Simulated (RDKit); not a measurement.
# Run report: CH4InNS, property calculation

System: CH4InNS, SMILES S=C[NH][InH2].
Method: EHT (RDKit 2026.09.1).

The geometry comes from this level: PBE0-D4/def2-TZVP.

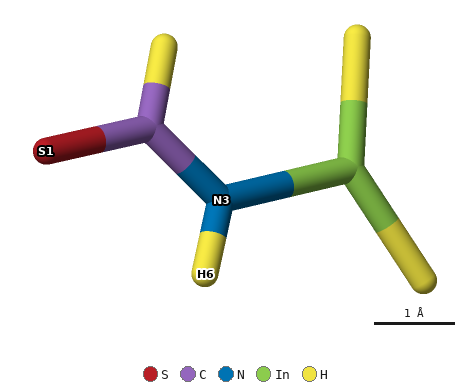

*The structure as given in the input (stick view, seen at a tilt; atoms are numbered from 1 in the order of the input). Sticks mark near contacts.*

Bond lengths as drawn: C–H 1.09 Å, C–N 1.34 Å, C–S 1.64 Å, H–In 1.70 Å, H–N 1.01 Å and In–N 2.07 Å.

### Summary

- outcome: converged
- total energy: −13.402944 hartree
- HOMO: −10.71 eV
- LUMO: −8.10 eV
- hardware: 1 thread of Arm Neoverse V1, 24 GiB of memory available, shared host
- peak memory: 0.073 GiB

### Input (ff.py)
```python
import json
import numpy as np
from rdkit import Chem
from rdkit.Chem import AllChem
from rdkit.Chem import rdDetermineBonds
from rdkit.Chem import rdEHTTools

mol = Chem.MolFromXYZFile("mol.xyz")
symbols = [a.GetSymbol() for a in mol.GetAtoms()]
start = mol.GetConformer().GetPositions().copy()

ok, res = rdEHTTools.RunMol(mol, keepOverlapAndHamiltonianMatrices=True)
if not ok:
    raise RuntimeError("the extended Hueckel run failed")
eps = np.array(res.GetOrbitalEnergies())
nel = res.numElectrons
homo = (nel + 1) // 2 - 1
print(f"{res.numOrbitals} orbitals, {nel} valence electrons, sum of one-electron energies {res.totalEnergy:.4f} eV")
for i in range(max(0, homo - 5), min(len(eps), homo + 6)):
    print(f"{i + 1:4d} {eps[i]:10.4f} eV", "(HOMO)" if i == homo else "(LUMO)" if i == homo + 1 else "")
q = np.array(res.GetAtomicCharges())
print("Mulliken charges:", " ".join(f"{a}{i + 1}={c:+.3f}" for i, (a, c) in enumerate(zip(symbols, q))))
op = res.GetReducedOverlapPopulationMatrix()
pairs = [(k, i, op[i * (i + 1) // 2 + k]) for i in range(len(symbols)) for k in range(i) if abs(op[i * (i + 1) // 2 + k]) > 0.1]
print("reduced overlap populations above 0.1")
for k, i, p in pairs:
    print(f"  {symbols[k]}{k + 1}-{symbols[i]}{i + 1} {p:7.3f}")
json.dump(dict(symbols=symbols, start=start.tolist(), energy=res.totalEnergy * 23.060548, homo=eps[homo], lumo=eps[homo + 1] if homo + 1 < len(eps) else None, orbital_energies=eps.round(4).tolist(), charges_mulliken=q.tolist(), bond_orders=[[k + 1, i + 1, round(p, 4)] for k, i, p in pairs], nel=nel), open("results.json", "w"))
```

### File mol.xyz
```
8

S      1.077600     2.713600     0.357400
C      0.504300     1.285100    -0.197100
N      0.104900     0.242600     0.543700
In    -0.618600    -1.559100    -0.172500
H      0.418700     1.113400    -1.274600
H      0.196000     0.431800     1.536700
H     -0.658800    -1.589600    -1.874300
H     -1.024000    -2.637700     1.080600
```

Command:
```bash
python ff.py
```

### Output
```
20 orbitals, 22 valence electrons, sum of one-electron energies -364.7127 eV
   6   -14.7717 eV
   7   -14.4174 eV
   8   -14.3979 eV
   9   -12.5959 eV
  10   -11.6908 eV
  11   -10.7133 eV (HOMO)
  12    -8.0995 eV (LUMO)
  13    -5.7867 eV
  14     0.9214 eV
  15     1.9656 eV
  16     4.4436 eV
Mulliken charges: S1=-0.285 C2=+0.243 N3=-0.848 In4=+1.470 H5=-0.000 H6=+0.234 H7=-0.408 H8=-0.406
reduced overlap populations above 0.1
  S1-C2   1.085
  C2-N3   0.895
  N3-In4   0.418
  C2-H5   0.801
  N3-H6   0.734
  In4-H7   0.630
  In4-H8   0.628
```

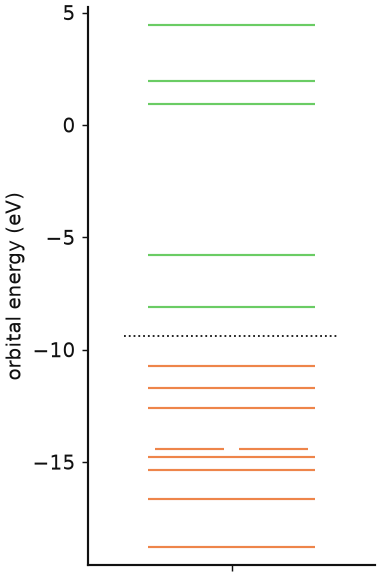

*Orbital energies near the frontier; the dotted line parts filled from empty levels, and levels within 0.02 eV of each other stand side by side.*

Highest filled −10.71 eV, lowest empty −8.10 eV, 2.61 eV apart.

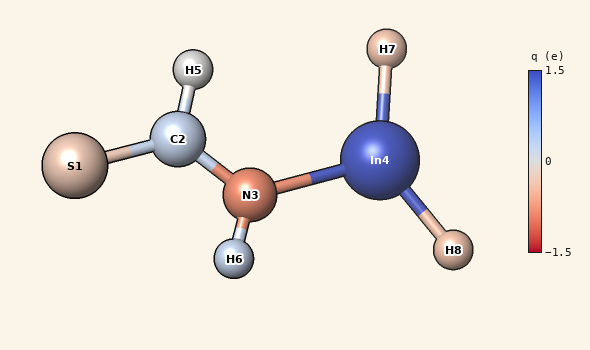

*Mulliken charges, as the colour of each atom (ball-and-stick view, seen at a tilt; atoms are numbered from 1 in the order of the input).*

By element: S −0.29, C +0.24, N −0.85, In +1.47 and H −0.41 to +0.23 e.
